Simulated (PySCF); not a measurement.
C₂H₆Cl₂Si₂, SMILES Cl[SiH2]/C=C/[SiH2]Cl, singlet at its PBE0/def2-SVP optimised geometry (Å):

```
12

Si    -2.2343     0.2849     0.0000
Cl    -2.9285     2.2391     0.0000
C     -0.3662     0.2849     0.0000
C      0.3668    -0.2841     0.9747
Si     2.2348    -0.2847     0.9748
Cl     2.9285    -2.2391     0.9688
H     -2.7715    -0.3722    -1.2248
H     -2.7226    -0.4025     1.2277
H      0.1505     0.7669    -0.8431
H     -0.1501    -0.7660     1.8178
H      2.7722     0.3683     2.2018
H      2.7234     0.4063    -0.2507
```

Level of theory: PBE0/def2-TZVP (PySCF). Cells within 0.4 Å of a nucleus heavier than hydrogen are left out (blank, or x).

Map of the Laplacian of the electron density (e/bohr⁵), clipped to [-1.50, 1.50] on the plane z = 0.8 Å:

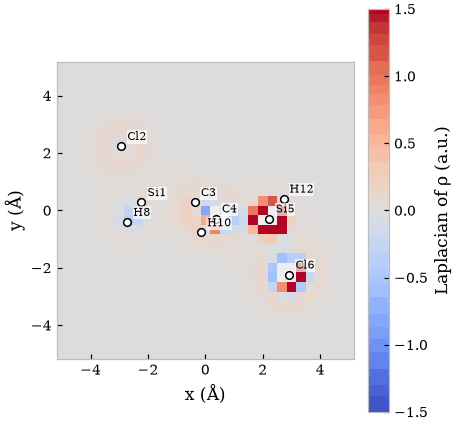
Laplacian of the electron density (e/bohr⁵), clipped to [-1.50, 1.50] on the plane z = 0.8 Å.
